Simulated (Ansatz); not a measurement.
Structure of Zn₃AsN:

```cif
data_structure
_symmetry_space_group_name_H-M 'Pm-3m'
_symmetry_Int_Tables_number 221
_cell_length_a 4.1734
_cell_length_b 4.1734
_cell_length_c 4.1734
_cell_angle_alpha 90.000
_cell_angle_beta 90.000
_cell_angle_gamma 90.000
_cell_volume 72.69
loop_
_atom_site_label
_atom_site_type_symbol
_atom_site_symmetry_multiplicity
_atom_site_Wyckoff_symbol
_atom_site_fract_x
_atom_site_fract_y
_atom_site_fract_z
_atom_site_occupancy
Zn1 Zn 3 c 0.00000 0.50000 0.50000 1
As1 As 1 a 0.00000 0.00000 0.00000 1
N1 N 1 b 0.50000 0.50000 0.50000 1
```

Structure used: the end point of a relaxation with DFT PBE, scalar-relativistic, plane waves, PAW in Ansatz 0.2.0; the starting structure was generated, so it need not be a known form of this composition.

Q: Which powder rings are expected with 200 kV electrons? List the innermost 8, leaving out those under 3 % of the strongest.

A:
```tsv
ring	radius	d (Å)	hkl
1	3.39 nm⁻¹	2.95	110
2	4.15 nm⁻¹	2.41	111
3	4.79 nm⁻¹	2.09	200
4	6.78 nm⁻¹	1.476	220
5	7.95 nm⁻¹	1.258	311
6	8.30 nm⁻¹	1.205	222
7	9.58 nm⁻¹	1.043	400
8	10.44 nm⁻¹	0.957	331
```

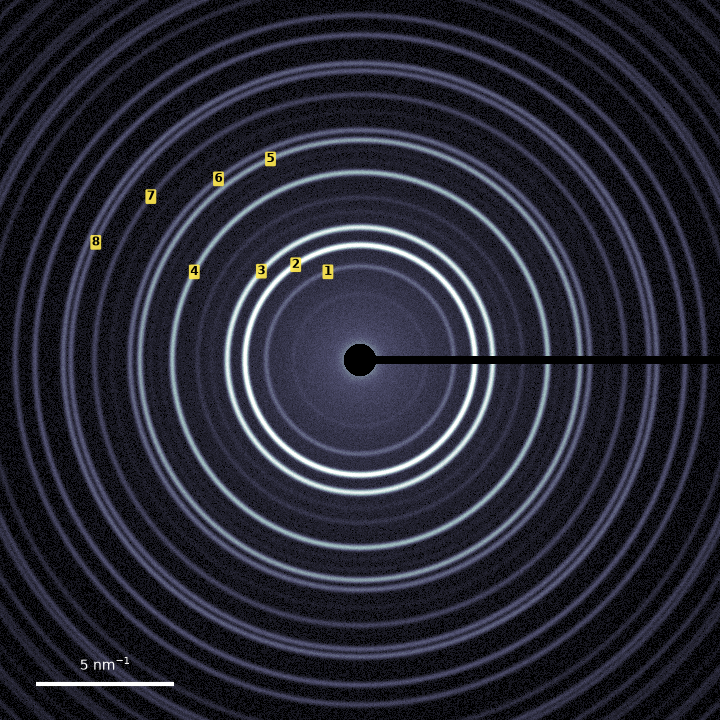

Simulated electron diffraction rings at 200 kV (λ = 0.0251 Å), scale in nm⁻¹ (radius = 1/d), for a fine-grained powder without texture. Kinematic intensities with B = 0.3 Å² for all atoms, without multiple scattering; brightness goes as intensity to the power 0.4, clipped at the top, with counting noise. Reflections closer than the ring width show as one ring. The numbers mark the rings of the table.
